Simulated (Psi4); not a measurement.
**quartet SnH2F at 5 levels**

Wanted: a comparison of 5 runs (UHF/def2-TZVPP, U-r2SCAN/def2-TZVPP, UBLYP/def2-TZVPP, UTPSS/def2-TZVPP, UMP2/def2-TZVPP) of quartet SnH2F. 

The results are computed with Psi4 1.11.

**1. Starting point**

The species is SnH2F (4 atoms), meant as a quartet with charge 0. As SMILES of the parent species, `[F][SnH2]`. The shape is that of a PBE0-D4/def2-TZVP optimisation. That shape belongs to the parent species and isn't relaxed for this state.

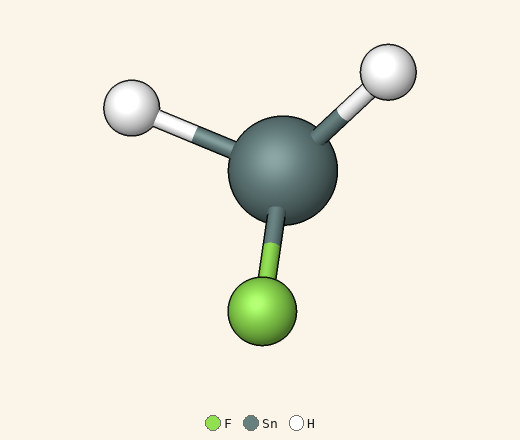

The structure, seen from a chosen angle (fluorine green, tin teal, hydrogen white).

**2. Energy and gradient at UHF/def2-TZVPP (core potential) (run 1)**

Contents of fh2sn.json:

```json
{
 "schema_name": "qcschema_input",
 "schema_version": 1,
 "molecule": {
  "schema_name": "qcschema_molecule",
  "schema_version": 2,
  "symbols": ["F", "Sn", "H", "H"],
  "geometry": [-2.93398878, -0.35904796, 1.21074753, 0.05347925, -0.45769167, -0.88495874, 2.2376247, -1.99252723, 0.99040546, 0.74776463, 2.6951274, -1.35436671],
  "molecular_charge": 0,
  "molecular_multiplicity": 4,
  "fix_symmetry": "c1",
  "fix_com": true,
  "fix_orientation": true
 },
 "driver": "gradient",
 "model": {
  "method": "scf",
  "basis": "def2-TZVPP"
 },
 "keywords": {
  "reference": "uhf",
  "puream": true,
  "e_convergence": 1e-09,
  "d_convergence": 1e-08,
  "scf_type": "pk",
  "maxiter": 100
 }
}
```

Command:

```
$ psi4 --qcschema fh2sn.json -n 1 --memory 2200MB
```

stdout:

```text
[...]
    !!!  WARNING: ECP capability is in beta. Please check occupations closely.  !!!
[...]
  Running in c1 symmetry.
[...]
  Nuclear repulsion =   71.224961432234309
[...]
  Multiplicity = 4
[...]
  Nalpha       = 18
  Nbeta        = 15
[...]
    Number of basis functions: 109
[...]
 WARNING: Atomic UHF is not converging! Try casting from a smaller basis or call Rob at CCMST.
   -------------------------
[...]
   @UHF iter   1:  -313.61196506925876   -1.53930e+00   5.13655e-03 DIIS/ADIIS
[...]
   @UHF iter  25:  -313.75097661835076   -2.46700e-11   6.48564e-09 DIIS
[...]
   @S^2 Observed:                3.803025760E+00
[...]
    Orbital Energies [Eh]
    ---------------------
    Alpha Occupied:
       1A    -26.220329     2A     -5.912829     3A     -4.106163
       4A     -4.102075     5A     -4.095229     6A     -1.519762
       7A     -1.378751     8A     -1.375639     9A     -1.364882
      10A     -1.359660    11A     -1.352503    12A     -0.772575
      13A     -0.642623    14A     -0.620689    15A     -0.583735
      16A     -0.575664    17A     -0.393422    18A     -0.179907
    Alpha Virtual:
      19A      0.074787    20A      0.079332    21A      0.145984
      22A      0.150374    23A      0.198402    24A      0.229287
      25A      0.262326    26A      0.265232    27A      0.291213
[...]
  @UHF Final Energy:  -313.75097661835076
   => Energetics <=
    Nuclear Repulsion Energy =             71.2249614322343092
    One-Electron Energy =                -658.4538449373551430
    Two-Electron Energy =                 273.4779068867700857
    Total Energy =                       -313.7509766183507622
  UHF NO Occupations:
  HONO-2 :   16  A 1.0000000
  HONO-1 :   17  A 1.0000000
[...]
 Multipole Moments:
 ------------------------------------------------------------------------------------
     Multipole            Electronic (a.u.)      Nuclear  (a.u.)        Total (a.u.)
 ------------------------------------------------------------------------------------
 L = 1.  Multiply by 2.5417464519 to convert [e a0] to [Debye]
 Dipole X            :         23.3037656          -22.2439662            1.0597995
 Dipole Y            :         12.8538162          -12.5980482            0.2557680
 Dipole Z            :          8.7752970           -8.9363258           -0.1610287
 Magnitude           :                                                    1.1020537
[...]
  -Total Gradient:
     Atom            X                  Y                   Z
    ------   -----------------  -----------------  -----------------
       1        0.001675028873    -0.008037418112    -0.017156150336
       2        0.022894113827     0.038389988303     0.062330640204
       3       -0.020229210412     0.009794566023    -0.035089840181
       4       -0.004339932288    -0.040147136214    -0.010084649686
[...]
```

The result, in JSON:

```text
{
 "driver": "gradient",
 "model": {
  "method": "scf",
  "basis": "def2-TZVPP"
 },
 "success": true,
 "return_result": [0.0016750288733508034, -0.008037418112438131, -0.01715615033580005, 0.022894113826672356, 0.038389988303285716, 0.06233064020390068, -0.02022921041203256, 0.00979456602309741, -0.0350898401814658, -0.004339932287590768, -0.04014713621353069, -0.010084649685730668],
 "properties": {
  "calcinfo_nbasis": 109,
  "calcinfo_nmo": 109,
  "calcinfo_nalpha": 18,
  "calcinfo_nbeta": 15,
  "calcinfo_natom": 4,
  "nuclear_repulsion_energy": 71.22496143223431,
  "return_energy": -313.75097661835076,
  "return_gradient": [0.0016750288733508034, -0.008037418112438131, -0.01715615033580005, 0.022894113826672356, 0.038389988303285716, 0.06233064020390068, -0.02022921041203256, 0.00979456602309741, -0.0350898401814658, -0.004339932287590768, -0.04014713621353069, -0.010084649685730668],
  "scf_one_electron_energy": -658.4538449373551,
  "scf_two_electron_energy": 273.4779068867701,
  "scf_dipole_moment": [1.0597994588441715, 0.2557679875462373, -0.16102873851441224],
  "scf_total_energy": -313.75097661835076,
  "scf_total_gradient": [0.0016750288733508034, -0.008037418112438131, -0.01715615033580005, 0.022894113826672356, 0.038389988303285716, 0.06233064020390068, -0.02022921041203256, 0.00979456602309741, -0.0350898401814658, -0.004339932287590768, -0.04014713621353069, -0.010084649685730668],
  "scf_iterations": 25
 }
}
```

Wall time 14 s (1 thread of Intel Xeon Platinum 8375C at 2.90GHz (Ice Lake), shared host); peak memory 0.47 GiB.

**3. A single-point energy at U-r2SCAN/def2-TZVPP (core potential) (run 2)**

Contents of calc.py:

```python
import psi4

psi4.set_memory('2200 MB')
psi4.set_num_threads(1)
psi4.set_output_file('psi4.out', False)

geom = psi4.geometry("""
0 4
F     -2.93398878    -0.35904796     1.21074753
Sn     0.05347925    -0.45769167    -0.88495874
H      2.23762470    -1.99252723     0.99040546
H      0.74776463     2.69512740    -1.35436671
units bohr
symmetry c1
""")

psi4.set_options({
    'basis': 'def2-TZVPP',
    'reference': 'uks',
    'puream': True,
    'e_convergence': 1e-09,
    'd_convergence': 1e-08,
    'scf_type': 'pk',
    'dft_radial_points': 99,
    'dft_spherical_points': 590,
    'maxiter': 100,
})

energy_value, wavefunction = psi4.energy("r2scan", molecule=geom, return_wfn=True)
psi4.oeprop(wavefunction, "LOWDIN_CHARGES", "QUADRUPOLE", "WIBERG_LOWDIN_INDICES")
print('E =', round(energy_value, 9))
for k, v in sorted(psi4.core.scalar_variables().items()):
    print(f'{k:45s} {v:18.10f}')
```

Command:

```
$ python calc.py
```

psi4.out:

```text
[...]
    !!!  WARNING: ECP capability is in beta. Please check occupations closely.  !!!
[...]
  Running in c1 symmetry.
[...]
  Nuclear repulsion =   71.224961432234309
[...]
  Multiplicity = 4
[...]
  Nalpha       = 18
  Nbeta        = 15
[...]
    Number of basis functions: 109
[...]
 WARNING: Atomic UHF is not converging! Try casting from a smaller basis or call Rob at CCMST.
   -------------------------
[...]
   @UKS iter   1:  -314.93140584971422   -9.50717e-01   7.35455e-03 ADIIS/DIIS
[...]
   @UKS iter  17:  -315.18798250194772   -2.78533e-12   4.41781e-09 DIIS
[...]
   @S^2 Observed:                3.763300145E+00
[...]
    Orbital Energies [Eh]
    ---------------------
    Alpha Occupied:
       1A    -24.477044     2A     -5.075345     3A     -3.417484
       4A     -3.416170     5A     -3.409092     6A     -1.131858
       7A     -1.012007     8A     -1.007757     9A     -1.001025
      10A     -0.999231    11A     -0.987620    12A     -0.540831
      13A     -0.422298    14A     -0.406170    15A     -0.378905
      16A     -0.374064    17A     -0.248330    18A     -0.092823
    Alpha Virtual:
      19A     -0.048927    20A     -0.020234    21A      0.071443
      22A      0.081030    23A      0.101546    24A      0.126431
      25A      0.131092    26A      0.146209    27A      0.170066
[...]
  @UKS Final Energy:  -315.18798250194772
   => Energetics <=
    Nuclear Repulsion Energy =             71.2249614322343092
    One-Electron Energy =                -658.4975408345547976
    Two-Electron Energy =                 301.3231224892574573
    DFT Exchange-Correlation Energy =     -29.2385255888846949
    Empirical Dispersion Energy =           0.0000000000000000
    VV10 Nonlocal Energy =                  0.0000000000000000
    Total Energy =                       -315.1879825019477153
[...]
 Multipole Moments:
 ------------------------------------------------------------------------------------
     Multipole            Electronic (a.u.)      Nuclear  (a.u.)        Total (a.u.)
 ------------------------------------------------------------------------------------
 L = 1.  Multiply by 2.5417464519 to convert [e a0] to [Debye]
 Dipole X            :         11.9796367          -11.3966557            0.5829810
 Dipole Y            :         -1.5349582            1.6850365            0.1500783
 Dipole Z            :        -10.6817792           10.6115280           -0.0702512
 Magnitude           :                                                    0.6060739
 L = 2.  Multiply by 1.3450342976 to convert [e a0^2] to [Debye ang]
 Quadrupole XX       :        -99.7812681           72.0457614          -27.7355068
 Quadrupole XY       :          2.4466459           -2.5744850           -0.1278392
[...]
```

On the terminal:

```text
E = -315.187982502
CURRENT ENERGY                                   -315.1879825019
CURRENT REFERENCE ENERGY                         -315.1879825019
DD SOLVATION ENERGY                                 0.0000000000
DFT FUNCTIONAL TOTAL ENERGY                      -315.1879825019
DFT TOTAL ENERGY                                 -315.1879825019
DFT VV10 ENERGY                                     0.0000000000
DFT XC ENERGY                                     -29.2385255889
GRID ELECTRONS ALPHA                               18.0000001648
GRID ELECTRONS BETA                                15.0000000568
GRID ELECTRONS TOTAL                               33.0000002216
NUCLEAR REPULSION ENERGY                           71.2249614322
ONE-ELECTRON ENERGY                              -658.4975408346
PCM POLARIZATION ENERGY                             0.0000000000
PE ENERGY                                           0.0000000000
SCF ITERATION ENERGY                             -315.1879825019
SCF ITERATIONS                                     17.0000000000
SCF TOTAL ENERGY                                 -315.1879825019
TWO-ELECTRON ENERGY                               301.3231224893
XC GRID RADIAL POINTS                              99.0000000000
XC GRID SPHERICAL POINTS                          590.0000000000
XC GRID TOTAL POINTS                           224521.0000000000
```

Run time: 54 s. Hardware: 1 thread of Intel Xeon Platinum 8375C at 2.90GHz (Ice Lake), shared host; peak memory 0.97 GiB.

Runs 3 to 4 aren't shown in full; the table further down has their settings and results.

**4. The energy at UMP2/def2-TZVPP (core potential) (run 5)**

Contents of run_ase.py:

```python
import numpy as np
from ase.calculators.psi4 import Psi4
from ase import Atoms

a = Atoms(['F', 'Sn', 'H', 'H'], positions=[
    [-1.552600, -0.190000, 0.640700],
    [0.028300, -0.242200, -0.468300],
    [1.184100, -1.054400, 0.524100],
    [0.395700, 1.426200, -0.716700],
])
calc = Psi4(atoms=a, method='mp2', basis='def2-TZVPP', memory='2200MB', num_threads=1, charge=0, multiplicity=4, label='psi4-calc', reference='uhf')
calc.psi4.set_options({'puream': True, 'e_convergence': 1e-09, 'd_convergence': 1e-08, 'scf_type': 'pk', 'num_frozen_docc': 5, 'mp2_type': 'conv', 'maxiter': 100})
a.calc = calc

print(f'energy: {a.get_potential_energy():.6f} eV')
```

Command:

```
$ python run_ase.py
```

psi4-calc.dat:

```text
[...]
    !!!  WARNING: ECP capability is in beta. Please check occupations closely.  !!!
[...]
  Running in c1 symmetry.
[...]
  Nuclear repulsion =   71.224961374238049
[...]
  Multiplicity = 4
[...]
  Nalpha       = 18
  Nbeta        = 15
[...]
    Number of basis functions: 109
[...]
 WARNING: Atomic UHF is not converging! Try casting from a smaller basis or call Rob at CCMST.
   -------------------------
[...]
   @UHF iter   1:  -313.61779337079662   -1.51847e+00   5.01825e-03 ADIIS/DIIS
[...]
   @UHF iter  25:  -313.75097661861605   -9.03810e-12   6.59503e-09 DIIS
[...]
   @S^2 Observed:                3.803025709E+00
[...]
    Orbital Energies [Eh]
    ---------------------
    Alpha Occupied:
       1A    -26.220329     2A     -5.912829     3A     -4.106163
       4A     -4.102075     5A     -4.095229     6A     -1.519762
       7A     -1.378751     8A     -1.375639     9A     -1.364882
      10A     -1.359660    11A     -1.352503    12A     -0.772575
      13A     -0.642623    14A     -0.620689    15A     -0.583735
      16A     -0.575665    17A     -0.393422    18A     -0.179907
    Alpha Virtual:
      19A      0.074787    20A      0.079332    21A      0.145984
      22A      0.150374    23A      0.198402    24A      0.229288
      25A      0.262326    26A      0.265232    27A      0.291213
[...]
  @UHF Final Energy:  -313.75097661861605
   => Energetics <=
    Nuclear Repulsion Energy =             71.2249613742380490
    One-Electron Energy =                -658.4538444458800086
    Two-Electron Energy =                 273.4779064530258665
    Total Energy =                       -313.7509766186160505
  UHF NO Occupations:
  HONO-2 :   16  A 1.0000000
  HONO-1 :   17  A 1.0000000
[...]
 Multipole Moments:
 ------------------------------------------------------------------------------------
     Multipole            Electronic (a.u.)      Nuclear  (a.u.)        Total (a.u.)
 ------------------------------------------------------------------------------------
 L = 1.  Multiply by 2.5417464519 to convert [e a0] to [Debye]
 Dipole X            :         12.4564542          -11.3966557            1.0597985
 Dipole Y            :         -1.4292646            1.6850364            0.2557719
 Dipole Z            :        -10.7725587           10.6115281           -0.1610307
 Magnitude           :                                                    1.1020540
[...]
	SCS-MP2 Total Energy (a.u.)        :  -314.27221845033580
	SOS-MP2 Total Energy (a.u.)        :  -314.21375264316606
	SCSN-MP2 Total Energy (a.u.)       :  -314.05967608047223
[...]
	SOS-PI-MP2 Total Energy (a.u.)     :  -314.29088198059105
[...]
	MP2 Total Energy (a.u.)            :  -314.31202072725023
[...]
```

Standard output:

```text
energy: -8552.865728 eV
```

Run time: 11 s. Hardware: 1 thread of Intel Xeon Platinum 8375C at 2.90GHz (Ice Lake), shared host; peak memory 0.8 GiB.

**5. The series**

| run | level | task | integration grid | energy (Eh) | dipole moment (D) | HOMO energy (eV) | ⟨S²⟩ | wall time |
| --- | --- | --- | --- | --- | --- | --- | --- | --- |
| 1 | UHF/def2-TZVPP (core potential) | gradient | – | -313.750977 | 2.80 | -4.90 | 3.803 | 14 s |
| 2 | U-r2SCAN/def2-TZVPP (core potential) | energy | 99 radial × 590 angular | -315.187983 | 1.54 | -2.53 | 3.763 | 54 s |
| 3 | UBLYP/def2-TZVPP (core potential) | gradient | 99 radial × 590 angular | -315.092171 | 1.38 | -2.22 | 3.757 | 31 s |
| 4 | UTPSS/def2-TZVPP (core potential) | energy | 99 radial × 590 angular | -315.074915 | 1.40 | -2.40 | 3.760 | 62 s |
| 5 | UMP2/def2-TZVPP (core potential) | energy | – | -314.312021 | – | -4.90 | 3.803 | 11 s |

**6. Summary of results**

```
                                                         quantity          value
                                              run 5: total energy  -314.31202 Eh
run 5: HOMO energy (Hartree–Fock orbitals) (highest over α and β)       -4.90 eV
 run 5: LUMO energy (Hartree–Fock orbitals) (lowest over α and β)       -3.88 eV
               run 5: correlation energy (5 core orbitals frozen)     -561.0 mEh
                         run 5: ⟨S²⟩ of the reference determinant          3.803
```

**Reading.** Over runs 1, 2, 3, 4 the dipole moment (its size) runs from 1.38 D (UBLYP/def2-TZVPP) to 2.80 D (UHF/def2-TZVPP). Totals of different functionals can't be ranked against each other. All runs together took 2.9 min, the longest 62 s.
